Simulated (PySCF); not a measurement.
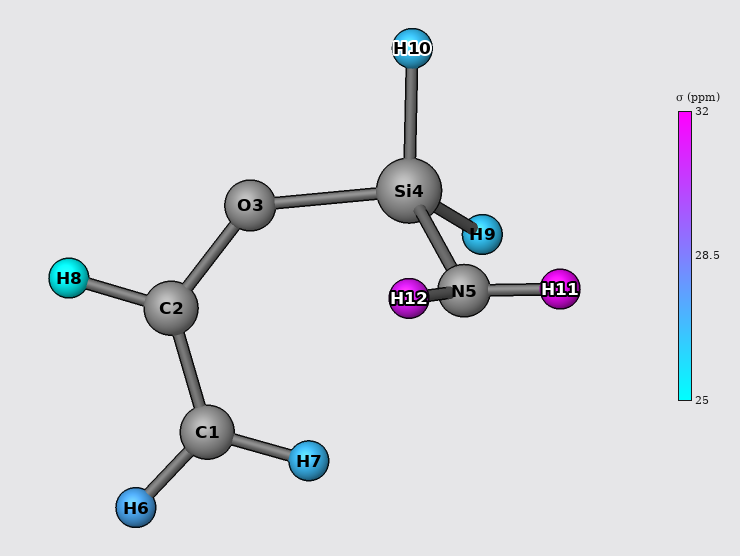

Atoms are coloured by their isotropic NMR shieldings (H only, the others grey). Computed geometry: GFN2-xTB optimisation. No frequency run is at hand to confirm it as a minimum. Method: GIAO PBE0/pcSseg-1 NMR shielding, non-relativistic, gas phase (PySCF 2.14.0).

Q: Which H atom is the most shielded (lowest chemical shift)?

A: H11 (31.73 ppm).

Q: Which H atom is the least shielded (highest chemical shift)?

A: H8 (25.03 ppm).

Q: How wide is the range of H shifts?

A: 6.70 ppm.

List the isotropic NMR shieldings of the H atoms.

| atom | σ (ppm) |
| --- | --- |
| H6 | 27.17 |
| H7 | 26.70 |
| H8 | 25.03 |
| H9 | 26.45 |
| H10 | 26.55 |
| H11 | 31.73 |
| H12 | 31.27 |

The geometry is semi-empirical. Around Si such bond lengths and angles can be off by a tenth of an ångström or more and by several degrees, and values that hang on the shape move with them.
